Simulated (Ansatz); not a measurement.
**Ligand exchange: SiH2(SiH3)F + NH3 → SiH2(NH2)(SiH3) + HF**

Species: SiH2(SiH3)F, singlet; NH3 (ammonia) `N`, singlet; SiH2(NH2)(SiH3), singlet; HF (hydrogen fluoride), singlet. The partners trade F for NH2: Si–F and H–NH2 bonds give way to Si–NH2 and H–F.

Shapes, held fixed at every level: PBE0-D4/def2-TZVP. Flexible molecules stand in one conformer, not always the lowest. Programs: Ansatz 0.2.0. Electronic energies: no zero-point or thermal term.

| level | kind | ΔE (kJ/mol) | less CCSD(T)/CBS estimate |
| --- | --- | --- | --- |
| SPW92/def2-TZVPP | LDA | +73.6 | -7.3 |
| r2SCAN-D4/def2-TZVPP | meta-GGA | +85.6 | +4.7 |
| PBE0-D4/def2-TZVPP | global hybrid | +77.0 | -3.9 |
| r2SCAN0-D4/def2-TZVPP | global hybrid | +82.6 | +1.7 |
| CCSD(T)/def2-SVP | coupled cluster or CI | +79.2 | -1.7 |
| CCSD/def2-SVP | coupled cluster or CI | +80.1 | -0.8 |
| CCSD/def2-TZVPP | coupled cluster or CI | +83.0 | +2.1 |
| CCSD(T)/CBS estimate | coupled cluster or CI | +80.9 | 0.0 |

The highest level, CCSD(T)/CBS estimate, gives ΔE = +80.9 kJ/mol; the levels span +73.6 to +85.6. The column of differences is taken from that level and isn't an error. No measured value is set beside it here. The CBS estimate extrapolates MP2 from def2-TZVPP and def2-QZVPP and adds CCSD(T) − MP2 in the triple-zeta set, cores frozen.

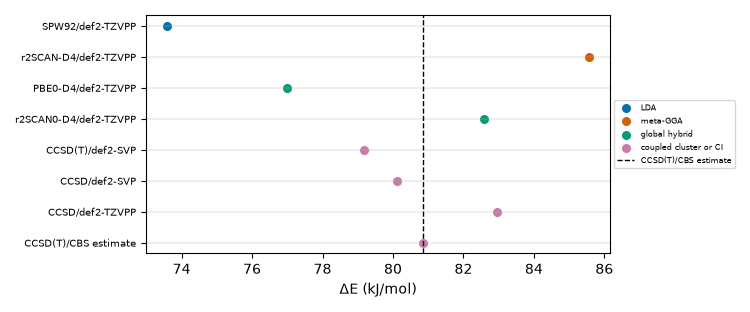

The values of the table, level by level.
